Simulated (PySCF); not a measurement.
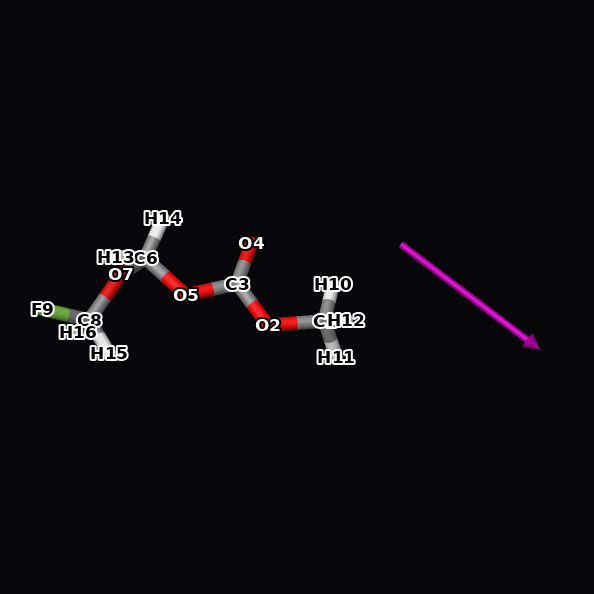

The arrow beside the molecule shows the direction of the dipole moment, from the negative to the positive end (its length means nothing). The geometry was computed by an optimisation with GFN2-xTB. No frequency run is at hand to confirm it as a minimum. Properties computed with PBE0/pcSseg-1, gas phase (PySCF 2.14.0).

**How large is the dipole moment?**

2.35 D; it points from the side of F9 to the side of H11, H12 (the outermost atoms at the two ends).
